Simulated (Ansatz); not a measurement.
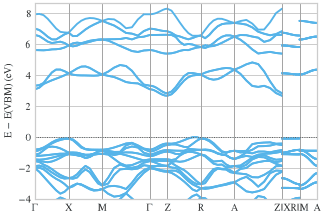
*Band structure from r²SCAN+D4 with spin–orbit coupling in the plane-wave PAW code Ansatz*

Read off the gap and where the band edges lie.

About 2.7 eV (2.67 eV by a search for the band edges); maximum on the Z–R line, 82 % of the way from Z, minimum at Z.

The material is BiClO in space group P4/nmm (No. 129; Bi on 2c, Cl on 2c, O on 2a).

The workflow started from a Materials Project entry (that database holds measured and hypothetical structures alike); the Crystallography Open Database files this formula in space group No. 129, but the cells were not matched. Whether it is the stable phase at ambient conditions was not checked. The cell was relaxed with r²SCAN+D4 under the symmetry of its start; its stability against distortions is not shown here.

Potentials: the later of the program's two PAW sets.
